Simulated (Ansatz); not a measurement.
**AlCl3H3N: density, localisation and related maps**

```xyz
8

Al    0.0044   -0.1282    0.3059
Cl   -0.1760    0.8202    2.2226
Cl    1.8872    0.0893   -0.7004
Cl   -1.7502   -0.1416   -0.9294
N     0.0934   -2.0885    0.8635
H    -0.6879   -2.6224    0.4700
H     0.9627   -2.5270    0.5435
H     0.0537   -2.1842    1.8832
```

Level of theory: Ansatz 0.2.0, RKS B3LYP-D4/cc-pVDZ.

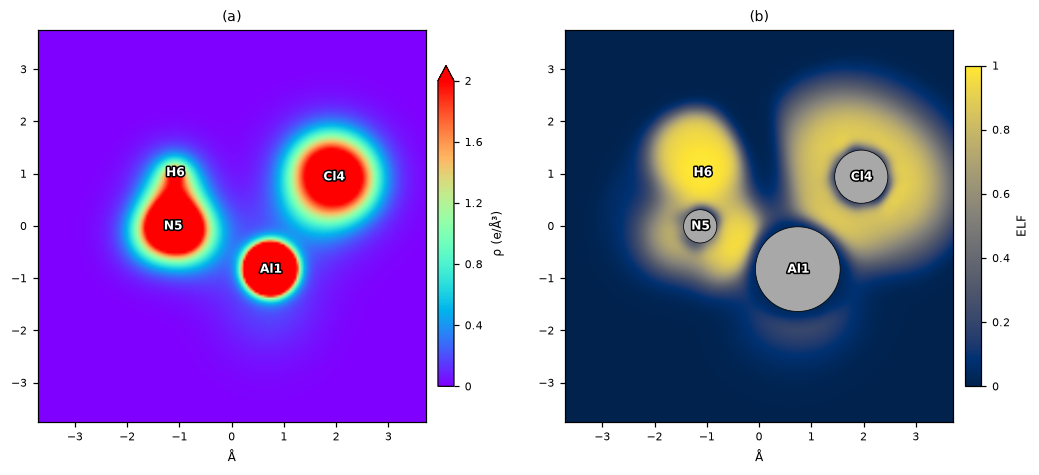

Figure 1. (a) electron density; (b) ELF on the plane of atoms Al1, N5 and H6. Grey discs cover the atomic cores in the ELF map.

> What do the fields say about this system?

- Atoms in the plane: Al, Cl, N and H.
- Al–N (2.04 Å): ρ is about 0.48 e/Å³ halfway; the ELF peaks at about 0.95 in the valence shell of N, 0.7 Å from its nucleus, and is about 0.70 at the midpoint.
- Al–Cl (2.15 Å): ρ at the midpoint is about 0.65 e/Å³; the ELF peaks at about 0.85 in the valence shell of Cl, 0.9 Å from its nucleus, and is about 0.80 at the midpoint.
- N–H (1.02 Å): the density is about 2.8 e/Å³ at the midpoint; the ELF climbs to about 1 towards the hydrogen, as it does in any bond to H; an ordinary covalent bond to hydrogen.
- The ELF also peaks beside Cl4, away from the bonds: lone-pair regions.

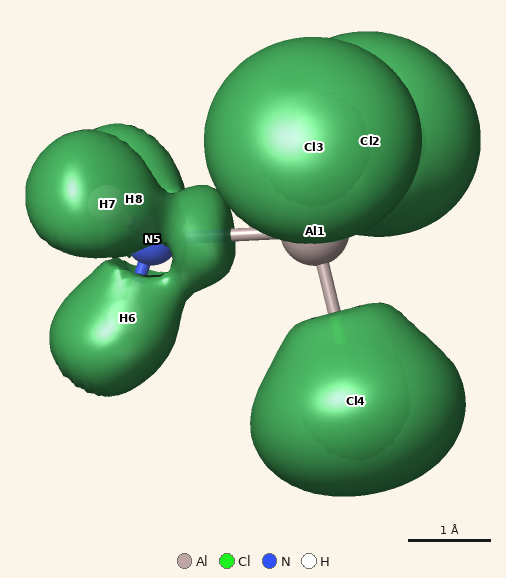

Figure 2. Isosurface of the electron localisation function at 0.75 (green), seen at a tilt. Core shells and regions of very low density are left out.

> Where are the electrons localised?

At this value the surface marks out three regions on Cl in which the atom's valence shell and bonds are merged and one joined region spread over several atoms (H, N), in which their bonds and any lone pairs are merged.

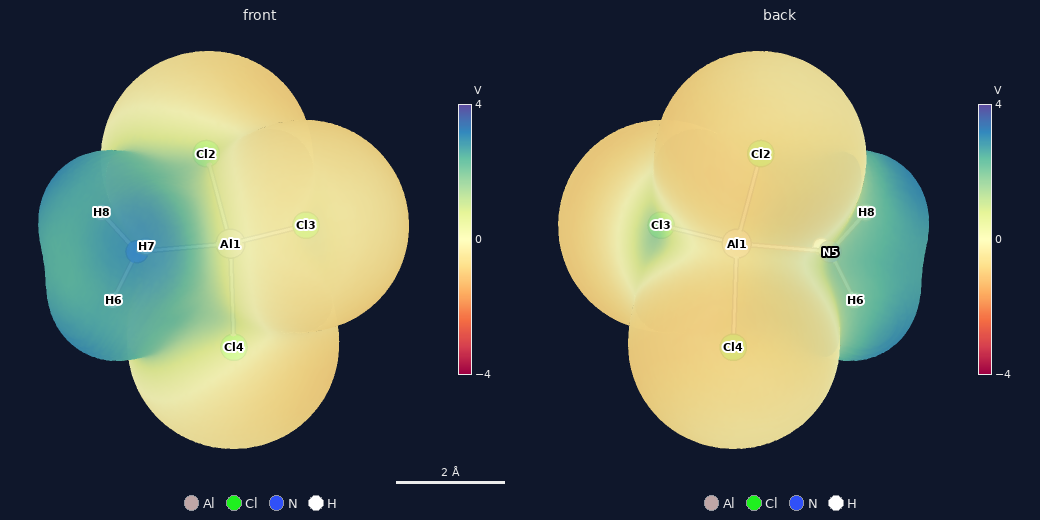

Figure 3. The electrostatic potential painted on the density surface at 0.002 e/bohr³, seen from the front and from behind; red is negative and blue positive.

> Where is the surface potential most negative and most positive?

The most negative region (about −0.9 V) lies over Cl2, Cl3 and Cl4, the most positive (about +3.0 V) over H6, H7 and H8.
